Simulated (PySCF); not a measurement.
# C₅H₆F+: a tour of settings

Aim: see how C₅H₆F+ (`CCc1c[c+]1F`) answers to the choice of functional, basis, grid and SCF options, and what happens with inputs that are wrong on purpose.

The runs use PySCF 2.14.0, with density-fitted response routines of our own; the level of theory stands in each step. All values are computed, except where a source is named. Atoms count from 0, in the outputs and in this text.

## 1. The molecule as given

12 atoms, charge 1, multiplicity 1; geometry from: GFN2-xTB.

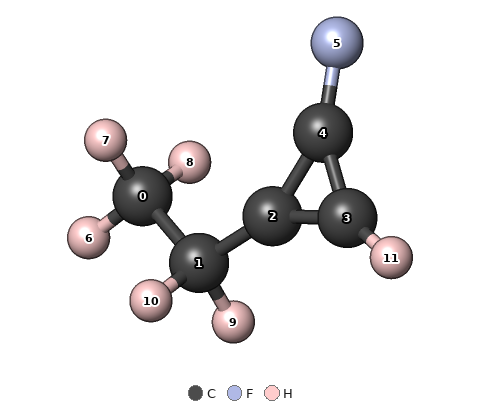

The starting geometry (carbon dark grey, fluorine light blue, hydrogen pink), atoms numbered.

## 2. Nuclear shieldings: PBE0/pcSseg-1

Job settings and geometry (Å):

```
{"job": {"kind": "nmr", "xc": "PBE0", "basis": "pcSseg-1"}, "charge": 1, "multiplicity": 1}
C     -1.579326     0.624832     0.024710
C     -0.685337    -0.610248     0.073112
C      0.716027    -0.337189    -0.009274
C      2.057309    -0.755048    -0.036630
C      1.769433     0.576109    -0.127154
F      2.175229     1.770462    -0.238142
H     -2.619855     0.323077     0.093583
H     -1.367333     1.295356     0.852881
H     -1.447225     1.169024    -0.906419
H     -0.935964    -1.315823    -0.734063
H     -0.861408    -1.195893     0.988427
H      2.779649    -1.545344    -0.007060
```

Method: GIAO PBE0/pcSseg-1 NMR shielding, non-relativistic, gas phase.

Run with:

```sh
$ OMP_NUM_THREADS=1 python probes_run.py task.json out
```

This one command runs all jobs of the session in turn.

What it wrote:

```text
coarse grid: 10240 points
cycle   1  E = -293.1509285486  dE =  1.335e+00  |g| = 4.898e-01  |ddm| = 3.087e+00
cycle   2  E = -293.1209845340  dE =  2.994e-02  |g| = 6.639e-01  |ddm| = 1.065e+00
cycle   3  E = -293.2040400271  dE = -8.306e-02  |g| = 8.624e-02  |ddm| = 5.139e-01
cycle   4  E = -293.2049489438  dE = -9.089e-04  |g| = 3.170e-02  |ddm| = 8.116e-02
cycle   5  E = -293.2051369549  dE = -1.880e-04  |g| = 8.239e-03  |ddm| = 3.301e-02
cycle   6  E = -293.2051500831  dE = -1.313e-05  |g| = 3.757e-03  |ddm| = 1.118e-02
cycle   7  E = -293.2051533855  dE = -3.302e-06  |g| = 4.601e-04  |ddm| = 3.371e-03
final grid: 99880 points
cycle   8  E = -293.2461396920  dE = -2.620e-05  |g| = 6.118e-03  |ddm| = 3.736e-02
cycle   9  E = -293.2461382479  dE =  1.444e-06  |g| = 6.764e-03  |ddm| = 9.720e-03
cycle  10  E = -293.2461490634  dE = -1.082e-05  |g| = 1.154e-03  |ddm| = 5.455e-03
cycle  11  E = -293.2461492842  dE = -2.208e-07  |g| = 1.744e-04  |ddm| = 1.004e-03
cycle  12  E = -293.2461492898  dE = -5.633e-09  |g| = 6.477e-05  |ddm| = 1.871e-04
cycle  13  E = -293.2461492908  dE = -1.012e-09  |g| = 1.054e-05  |ddm| = 6.157e-05
cycle  14  E = -293.2461492909  dE = -2.063e-11  |g| = 5.299e-06  |ddm| = 1.299e-05
converged SCF energy = -293.2461492909

GIAO shielding tensors (ppm)
atom      isotropic    diamagn.    paramagn.     s11        s22        s33       span
  0 C      175.527     247.374     -71.847    163.503    174.058    189.020     25.517
  1 C      161.276     247.528     -86.252    142.199    169.939    171.689     29.489
  2 C       -2.947     255.997    -258.944   -173.584      2.238    162.506    336.090
  3 C       24.768     258.136    -233.368   -108.488      3.572    179.221    287.708
  4 C        0.433     250.337    -249.904    -55.332    -44.333    100.963    156.295
  5 F      230.613     466.751    -236.138     -0.286    156.393    535.731    536.017
  6 H       29.563      27.090       2.473     24.572     26.912     37.206     12.634
  7 H       29.751      29.399       0.353     25.852     27.512     35.891     10.039
  8 H       29.746      29.397       0.349     25.842     27.509     35.887     10.044
  9 H       27.889      27.321       0.568     22.866     26.628     34.173     11.307
 10 H       27.876      27.323       0.553     22.848     26.629     34.151     11.303
 11 H       22.735      30.460      -7.724     22.088     22.627     23.491      1.403
```

Run time: 13 s. Hardware: 1 thread of Arm Neoverse V2, shared host; peak memory 0.62 GiB.

Shifts follow as δ = σ(reference) − σ, with reference shieldings (ppm) from runs at the same level and on the same kind of geometry: 1H TMS 31.72, 13C TMS 186.9, 19F CFCl3 170.9. The references are single molecules in the gas phase, so shifts against H2O, NH3, PH3, H3PO4 or CFCl3 are not on the usual liquid scales and can be off by tens of ppm. Atoms listed in one row are averaged.

| atoms | σ (ppm) | δ (ppm) |
| --- | --- | --- |
| C2 | -2.9 | 189.9 |
| C4 | 0.4 | 186.5 |
| C3 | 24.8 | 162.2 |
| C1 | 161.3 | 25.6 |
| C0 | 175.5 | 11.4 |
| H11 | 22.74 | 8.98 |
| H9, H10 | 27.88 | 3.83 |
| H6, H7, H8 | 29.69 | 2.03 |
| F5 | 230.6 | -59.7 |

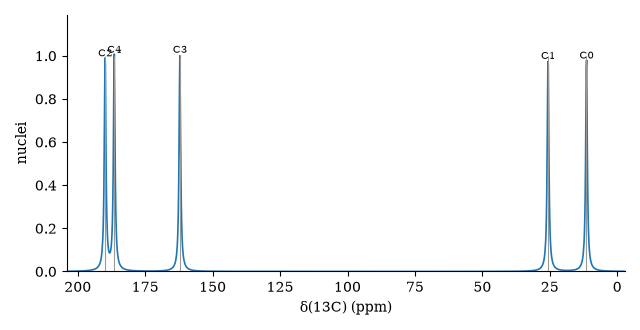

13C lines at the computed shifts, without couplings. Lines are broadened to a width of 0.71 ppm (Lorentzian).

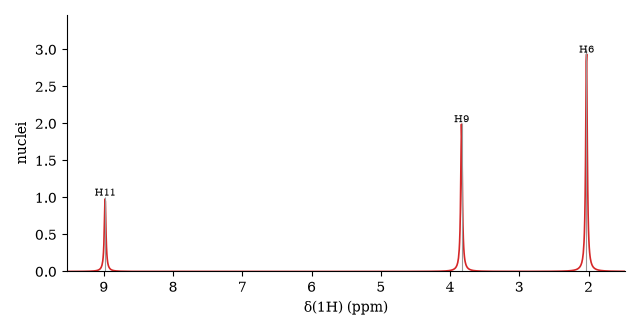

1H lines at the computed shifts, without couplings. Lines are broadened to a width of 0.03 ppm (Lorentzian).

Charges from the same density, by scheme (e):

| atoms | Mulliken | IAO | Hirshfeld | ESP fit |
| --- | --- | --- | --- | --- |
| C0 | -0.26 | -0.42 | -0.09 | -0.26 |
| C1 | -0.24 | -0.30 | -0.03 | -0.05 |
| C2 | 0.06 | 0.19 | 0.16 | 0.15 |
| C3 | 0.04 | -0.01 | 0.12 | -0.14 |
| C4 | 0.43 | 0.45 | 0.23 | 0.46 |
| F5 | -0.09 | -0.11 | 0.06 | -0.05 |

Mulliken charges:

| atom | value (e) |
| --- | --- |
| C0 | -0.26 |
| C1 | -0.24 |
| C2 | 0.06 |
| C3 | 0.04 |
| C4 | 0.43 |
| F5 | -0.09 |
| H6 | 0.17 |
| H7 | 0.15 |
| H8 | 0.15 |
| H9 | 0.21 |
| H10 | 0.21 |
| H11 | 0.17 |

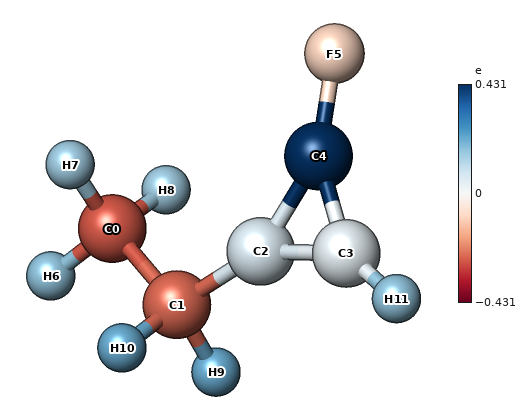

Mulliken charges, as colours on the atoms.

Mayer bond orders: C0–C1 1.05, C1–C2 1.05, C2–C3 1.07, C3–C4 1.33, C4–F5 1.19, C4–C2 1.20.

Ring of atoms C2, C3, C4: NICS(0) -26.2, NICS(1) -12.0, NICS(1)zz -18.4 ppm (means of both faces).

In rings of three or four atoms NICS is ruled by the nearby σ bonds, so it says little on aromaticity.

The fields below are evaluated on a grid from the run's orbitals.

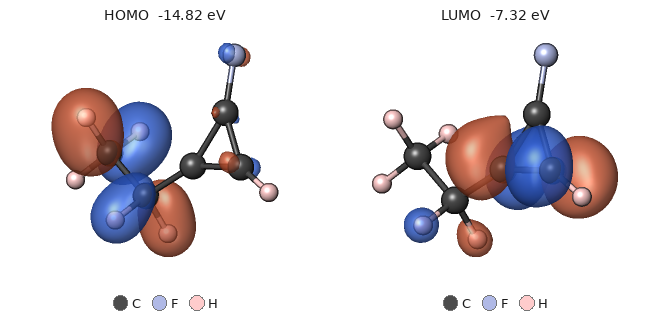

PBE0/pcSseg-1 orbitals near the gap, drawn at the value that encloses 70 % of each; the two colours are the two signs.

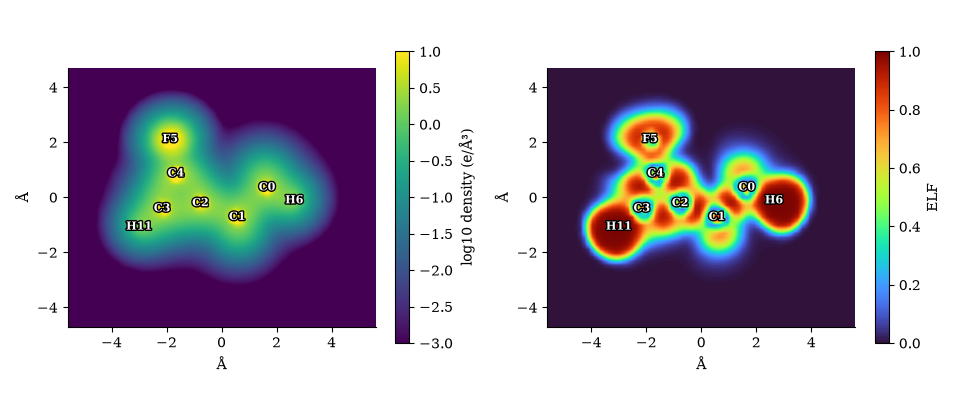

Density (left) and ELF (right) in a plane through or near 8 of the atoms.

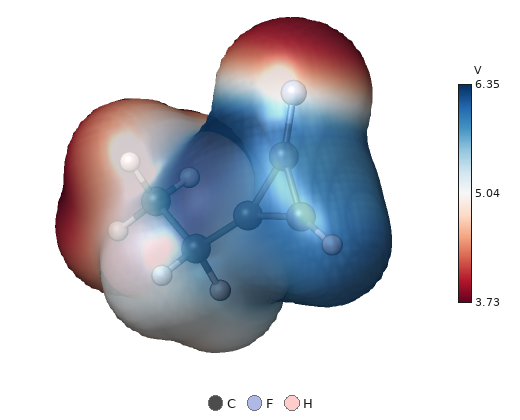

Electrostatic potential on the surface of density 0.002 e/bohr³; red is low, blue high. It runs from 3.73 to 6.35 V.

## 3. Ultraviolet spectrum: PBE0/def2-SVPD

The job, as its differences from that of step 2:

```diff
@@ -1,2 +1,2 @@
-{"job": {"kind": "nmr", "xc": "PBE0", "basis": "pcSseg-1"}, "charge": 1, "multiplicity": 1}
+{"job": {"kind": "uv", "xc": "PBE0", "basis": "def2-SVPD", "nstates": 6, "ntriplets": 2}, "charge": 1, "multiplicity": 1}
 C     -1.579326     0.624832     0.024710
```

Method: TDDFT PBE0/def2-SVPD, vertical, gas phase, core orbitals frozen in the response.

What it wrote:

```text
coarse grid: 10240 points
cycle   1  E = -292.9854842228  dE =  1.287e+00  |g| = 4.718e-01  |ddm| = 5.251e+00
cycle   2  E = -292.9611790141  dE =  2.431e-02  |g| = 6.178e-01  |ddm| = 1.681e+00
cycle   3  E = -293.0380686593  dE = -7.689e-02  |g| = 8.315e-02  |ddm| = 7.736e-01
cycle   4  E = -293.0390218444  dE = -9.532e-04  |g| = 2.948e-02  |ddm| = 1.094e-01
cycle   5  E = -293.0391912653  dE = -1.694e-04  |g| = 8.049e-03  |ddm| = 5.050e-02
cycle   6  E = -293.0392045137  dE = -1.325e-05  |g| = 3.373e-03  |ddm| = 1.633e-02
cycle   7  E = -293.0392072524  dE = -2.739e-06  |g| = 4.854e-04  |ddm| = 5.037e-03
final grid: 99880 points
cycle   8  E = -293.0801951704  dE = -2.454e-05  |g| = 5.904e-03  |ddm| = 8.331e-02
cycle   9  E = -293.0801937134  dE =  1.457e-06  |g| = 6.539e-03  |ddm| = 2.008e-02
cycle  10  E = -293.0802040311  dE = -1.032e-05  |g| = 1.053e-03  |ddm| = 9.329e-03
cycle  11  E = -293.0802042323  dE = -2.013e-07  |g| = 1.572e-04  |ddm| = 1.413e-03
cycle  12  E = -293.0802042373  dE = -4.941e-09  |g| = 5.841e-05  |ddm| = 3.305e-04
cycle  13  E = -293.0802042381  dE = -8.483e-10  |g| = 1.077e-05  |ddm| = 1.176e-04
converged SCF energy = -293.0802042381

Static polarisability (au): isotropic 50.223, principal 36.433 51.554 62.681

Singlet excitations
state   eV       nm        f      main configurations
  1   6.3366    195.7   0.00090   H-1->L 0.66, H-2->L 0.27
  2   6.4469    192.3   0.05050   H->L 0.99
  3   6.6710    185.9   0.00007   H-2->L 0.64, H-1->L 0.25
  4   7.0379    176.2   0.00035   H-1->L+1 0.56, H-3->L+1 0.20, H-2->L+1 0.16
  5   7.3225    169.3   0.03753   H->L+1 0.98
  6   7.3858    167.9   0.00003   H-3->L 0.85, H-1->L 0.08

Triplet excitations (Tamm-Dancoff, eV): 5.6778 5.9490
```

It took 19 s on 1 thread of Arm Neoverse V2, shared host; peak memory 0.73 GiB.

The orbitals next to the gap, with their largest atomic shares:

| orbital | eV | atoms |
| --- | --- | --- |
| HOMO−3 | -16.45 | F5 20 %, C4 18 %, C3 16 % |
| HOMO−2 | -15.51 | C0 33 %, C1 19 %, H6 14 % |
| HOMO−1 | -15.10 | C0 34 %, C1 16 %, H6 13 % |
| HOMO | -14.80 | C0 32 %, C1 18 %, H8 13 % |
| LUMO | -7.30 | C3 41 %, C2 33 %, C4 8 % |
| LUMO+1 | -6.45 | C4 43 %, C2 20 %, F5 15 % |
| LUMO+2 | -4.45 | C4 35 %, C3 17 %, C2 16 % |

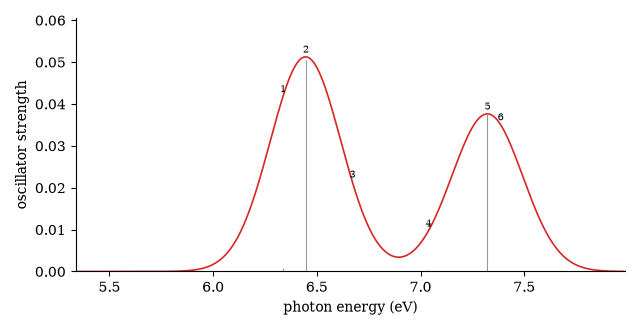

Absorption spectrum from the 6 singlet states computed; above the last one it falls off for lack of states. Lines are broadened to a width of 0.40 eV (Gaussian).

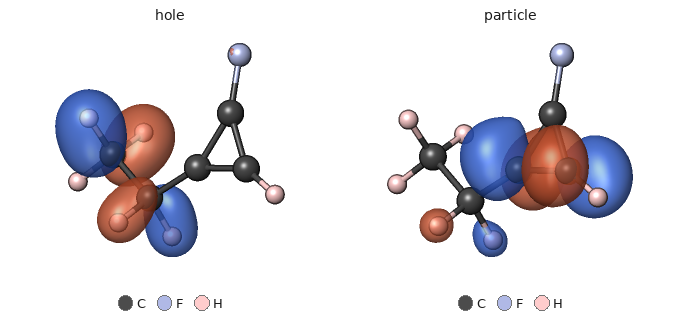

Leading natural transition orbitals of singlet state 2: the electron leaves the hole (left) for the particle orbital (right).

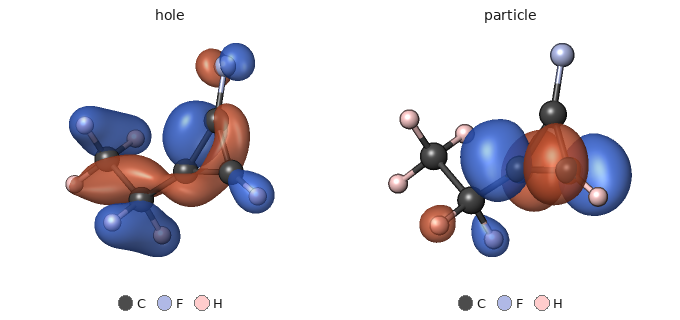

Leading natural transition orbitals of singlet state 1: the electron leaves the hole (left) for the particle orbital (right).

Ground-state properties from the same run:

| property | computed |
| --- | --- |
| polarisability (Å³) | 7.44 |
| HOMO–LUMO gap (eV) | 7.50 |
| −ε(HOMO) (eV) | 14.80 |

## 4. Ultraviolet spectrum: X3LYP/def2-SVPD

The job, as its differences from that of step 3:

```diff
@@ -1,2 +1,2 @@
-{"job": {"kind": "uv", "xc": "PBE0", "basis": "def2-SVPD", "nstates": 6, "ntriplets": 2}, "charge": 1, "multiplicity": 1}
+{"job": {"kind": "uv", "xc": "X3LYP", "basis": "def2-SVPD", "nstates": 6, "ntriplets": 5, "tda": false, "scf": {"level_shift": 2.0, "max_cycle": 100}}, "charge": 1, "multiplicity": 2}
 C     -1.579326     0.624832     0.024710
```

Level: X3LYP/def2-SVPD.

What it wrote:

```text
RuntimeError: Electron number 44 and spin 1 are not consistent
Note mol.spin = 2S = Nalpha - Nbeta, not 2S+1
```

Hardware: 1 thread of Arm Neoverse V2, shared host.

**What went wrong.** Charge and multiplicity don't fit the number of electrons: an even count needs an odd multiplicity, and the reverse. Cure: mend the charge or the multiplicity.

## 5. Excited states and response: PBE0/cc-pVDZ in chloroform

The job, as its differences from that of step 4:

```diff
@@ -1,2 +1,2 @@
-{"job": {"kind": "uv", "xc": "X3LYP", "basis": "def2-SVPD", "nstates": 6, "ntriplets": 5, "tda": false, "scf": {"level_shift": 2.0, "max_cycle": 100}}, "charge": 1, "multiplicity": 2}
+{"job": {"kind": "uv", "xc": "PBE0", "basis": "cc-pVDZ", "solvent": "chloroform", "nstates": 1, "ntriplets": 5, "tda": true, "scf": {"damp": 0.2}}, "charge": 1, "multiplicity": 1}
 C     -1.579326     0.624832     0.024710
```

Level: TDA PBE0/cc-pVDZ, vertical, IEF-PCM chloroform (non-equilibrium linear response), core orbitals frozen in the response.

What it wrote:

```text
damping 0.20 in the first 6 cycles
final grid: 99880 points
cycle   1  E = -293.3229287399  dE =  1.281e+00  |g| = 4.725e-01  |ddm| = 6.496e+00
cycle   2  E = -293.3408511189  dE = -1.792e-02  |g| = 4.065e-01  |ddm| = 1.331e+00
cycle   3  E = -293.3467773206  dE = -5.926e-03  |g| = 3.795e-01  |ddm| = 1.038e+00
cycle   4  E = -293.3485029659  dE = -1.726e-03  |g| = 3.777e-01  |ddm| = 9.493e-01
cycle   5  E = -293.3509466731  dE = -2.444e-03  |g| = 3.620e-01  |ddm| = 9.040e-01
cycle   6  E = -293.3194688773  dE =  3.148e-02  |g| = 5.679e-01  |ddm| = 1.113e+00
cycle   7  E = -293.2698037018  dE =  4.967e-02  |g| = 7.859e-01  |ddm| = 1.624e+00
cycle   8  E = -293.3733496706  dE = -1.035e-01  |g| = 1.403e-02  |ddm| = 9.433e-01
cycle   9  E = -293.3733653783  dE = -1.571e-05  |g| = 1.097e-02  |ddm| = 3.966e-02
cycle  10  E = -293.3733940590  dE = -2.868e-05  |g| = 1.698e-03  |ddm| = 1.918e-02
cycle  11  E = -293.3733947515  dE = -6.926e-07  |g| = 5.366e-04  |ddm| = 3.252e-03
cycle  12  E = -293.3733948234  dE = -7.186e-08  |g| = 9.731e-05  |ddm| = 9.693e-04
cycle  13  E = -293.3733948255  dE = -2.114e-09  |g| = 3.186e-05  |ddm| = 2.105e-04
cycle  14  E = -293.3733948257  dE = -2.134e-10  |g| = 1.391e-05  |ddm| = 6.497e-05
converged SCF energy = -293.3733948257

Static polarisability (au): isotropic 54.570, principal 36.588 57.543 69.580

Singlet excitations
state   eV       nm        f      main configurations
  1   6.5360    189.7   0.00140   H-1->L 0.80, H-2->L 0.13

Triplet excitations (Tamm-Dancoff, eV): 5.8344 6.0825 6.6558 6.6649 6.7108
```

It took 11 s on 1 thread of Arm Neoverse V2, shared host; peak memory 0.64 GiB.

This run: HOMO -11.15 eV, LUMO -3.26 eV; lowest singlet 6.54 eV.

## 6. TDDFT and polarisability: PBE0/ANO-RCC-VDZP

The job, as its differences from that of step 5:

```diff
@@ -1,2 +1,2 @@
-{"job": {"kind": "uv", "xc": "PBE0", "basis": "cc-pVDZ", "solvent": "chloroform", "nstates": 1, "ntriplets": 5, "tda": true, "scf": {"damp": 0.2}}, "charge": 1, "multiplicity": 1}
+{"job": {"kind": "uv", "xc": "PBE0", "basis": "ANO-RCC-VDZP", "nstates": 12, "ntriplets": 5, "tda": true, "grid": 0, "scf": {"max_cycle": 52}}, "charge": 1, "multiplicity": 1}
 C     -1.579326     0.624832     0.024710
```

Level: TDA PBE0/ANO-RCC-VDZP, vertical, gas phase, core orbitals frozen in the response.

What it wrote:

```text
final grid: 10240 points
cycle   1  E = -293.3197522663  dE =  1.345e+00  |g| = 4.882e-01  |ddm| = 4.735e+00
cycle   2  E = -293.2865548078  dE =  3.320e-02  |g| = 6.624e-01  |ddm| = 9.799e-01
cycle   3  E = -293.3739915262  dE = -8.744e-02  |g| = 8.490e-02  |ddm| = 5.033e-01
cycle   4  E = -293.3750479706  dE = -1.056e-03  |g| = 3.250e-02  |ddm| = 7.625e-02
cycle   5  E = -293.3752698095  dE = -2.218e-04  |g| = 8.291e-03  |ddm| = 3.283e-02
cycle   6  E = -293.3752841121  dE = -1.430e-05  |g| = 3.755e-03  |ddm| = 1.110e-02
cycle   7  E = -293.3752875228  dE = -3.411e-06  |g| = 3.847e-04  |ddm| = 3.438e-03
cycle   8  E = -293.3752875556  dE = -3.284e-08  |g| = 1.313e-04  |ddm| = 4.268e-04
cycle   9  E = -293.3752875600  dE = -4.425e-09  |g| = 2.536e-05  |ddm| = 1.275e-04
cycle  10  E = -293.3752875602  dE = -1.288e-10  |g| = 1.152e-05  |ddm| = 3.175e-05
converged SCF energy = -293.3752875602

Static polarisability (au): isotropic 46.933, principal 32.040 49.053 59.707

Singlet excitations
state   eV       nm        f      main configurations
  1   6.4041    193.6   0.00123   H-1->L 0.65, H-2->L 0.28
  2   6.5775    188.5   0.06005   H->L 0.98
  3   6.7341    184.1   0.00003   H-2->L 0.63, H-1->L 0.24
  4   7.1071    174.5   0.00078   H-1->L+1 0.57, H-3->L+1 0.21, H-2->L+1 0.14
  5   7.4347    166.8   0.00008   H-3->L 0.84, H-1->L 0.09
  6   7.4531    166.4   0.04049   H->L+1 0.97
  7   7.7916    159.1   0.00057   H-2->L+1 0.74, H-1->L+1 0.20
  8   8.1912    151.4   0.00088   H-3->L+1 0.74, H-1->L+1 0.20
  9   8.5957    144.2   0.24790   H-4->L 0.88
 10   9.1067    136.1   0.00009   H-5->L 0.90
 11   9.2422    134.2   0.10622   H-4->L+1 0.81
 12   9.5358    130.0   0.00482   H->L+2 0.97

Triplet excitations (Tamm-Dancoff, eV): 5.7220 5.9824 6.4288 6.5081 6.6175
```

It took 7.7 s on 1 thread of Arm Neoverse V2, shared host; peak memory 0.52 GiB.

A normal end doesn't make this result sound: grid level 0 is too coarse. Its HOMO lies at -14.80 eV, against -14.80 eV in step 3 (PBE0/def2-SVPD), a different level, so the two don't compare directly.

## 7. Side by side: electronic excitations

Excitations and ground-state properties, with basis size and wall time:

| run | lowest singlet (eV) | brightest (eV) | f | gap (eV) | α (Å³) | functions | time |
| --- | --- | --- | --- | --- | --- | --- | --- |
| PBE0/def2-SVPD | 6.34 | 6.45 | 0.051 | 7.50 | 7.44 | 171 | 19 s |
| PBE0/cc-pVDZ in chloroform | 6.54 | 6.54 | 0.001 | 7.90 | 8.09 | 114 | 11 s |

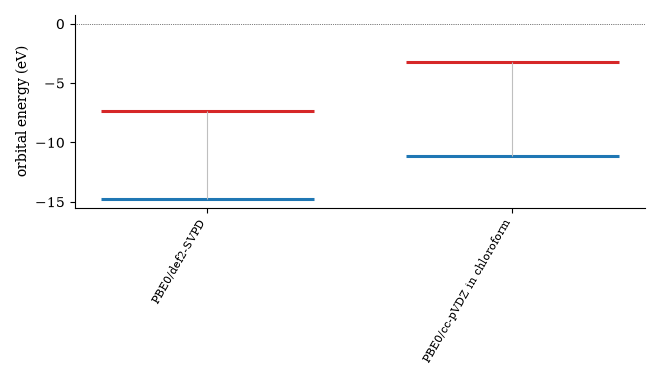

HOMO (blue) and LUMO (red) run by run.

## 8. What came out

```
                                                              quantity                                            value
                                13C shifts against TMS (PBE0/pcSseg-1)              189.9, 186.5, 162.2, 25.6, 11.4 ppm
1H shifts against TMS (PBE0/pcSseg-1, means over atoms taken as alike)                             8.98, 3.83, 2.03 ppm
                              19F shifts against CFCl3 (PBE0/pcSseg-1)                                        -59.7 ppm
                                       lowest singlet (PBE0/def2-SVPD)                      6.34 eV (196 nm), f = 0.001
                              brightest single state of those computed                      state 2, 6.45 eV, f = 0.051
                                                        lowest triplet                                          5.68 eV
                                           range of the lowest singlet                                  6.34 to 6.54 eV
                                         property runs in this session  5, of which 1 failed and 1 gave unsound results
```

**Reading.** Single values in the summary come from the first run of each kind that ended normally (PBE0/pcSseg-1; PBE0/def2-SVPD), which need not be the best level. At PBE0/pcSseg-1: Shielding is most anisotropic at F5 (span 536 ppm, paramagnetic term -236 ppm). At PBE0/pcSseg-1, counted by nearest atom on the grid, the HOMO lies on H7, H8 about 22 % each; C0 16 %, the LUMO on C2, C3 about 37 % each; H11 10 %. The lowest singlet, at 6.34 eV, is HOMO−1→LUMO 0.66, HOMO−2→LUMO 0.27 and is dark; of the 6 states computed, the strongest absorption comes from state 2 at 6.45 eV. The lowest triplet lies 0.66 eV below the lowest singlet (triplets in Tamm-Dancoff, singlets in full TDDFT). The lowest singlet runs from 6.34 eV (PBE0/def2-SVPD) to 6.54 eV (PBE0/cc-pVDZ in chloroform), while the orbital gap spans 7.50 to 7.90 eV. The lowest state need not be the same one in every run. The runs solved for a few states only, so the brightest column depends on that window.
